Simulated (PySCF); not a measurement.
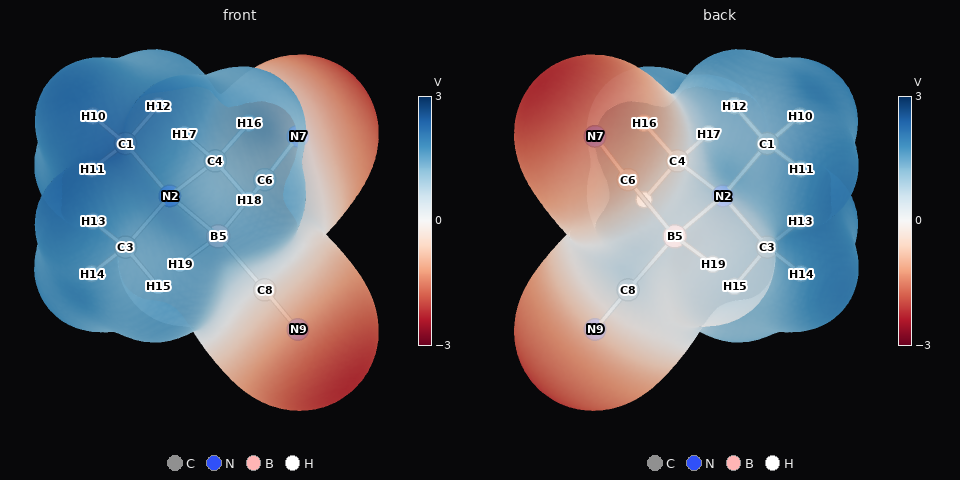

Figure. C5H10BN3 (SMILES C[N+](C)(C)[BH-](C#N)C#N). The electrostatic potential painted on the density surface at 0.004 e/bohr³, seen from the front and from behind; red is negative and blue positive.

Geometry: GFN2-xTB.

The calculation used PBE0/pcSseg-1, SCF density, gas phase, non-relativistic in PySCF.

```xyz
19

C     0.2515   -1.4794   -0.7219
N     0.2844   -0.1487   -0.1123
C     1.3649    0.6370   -0.7113
C     0.5220   -0.2811    1.3280
B    -1.1533    0.6090   -0.3692
C    -2.2489   -0.2572    0.3095
N    -3.0363   -0.9283    0.8078
C    -1.0635    1.9963    0.3228
N    -0.9587    3.0204    0.8314
H     1.1985   -2.0008   -0.5632
H     0.0693   -1.3907   -1.7913
H    -0.5565   -2.0633   -0.2839
H     2.3305    0.1513   -0.5512
H     1.1936    0.7438   -1.7808
H     1.3855    1.6305   -0.2662
H    -0.2838   -0.8565    1.7810
H     1.4734   -0.7827    1.5196
H     0.5385    0.7055    1.7887
H    -1.3208    0.7041   -1.5449
```

Question: Describe the electrostatic potential map.

Answer: The most negative region (about −2.2 V) lies over N7 and N9, the most positive (about +2.3 V) over the C and H atoms.

Question: What dipole moment does the calculation give?

Answer: Its dipole moment is 8.41 D.
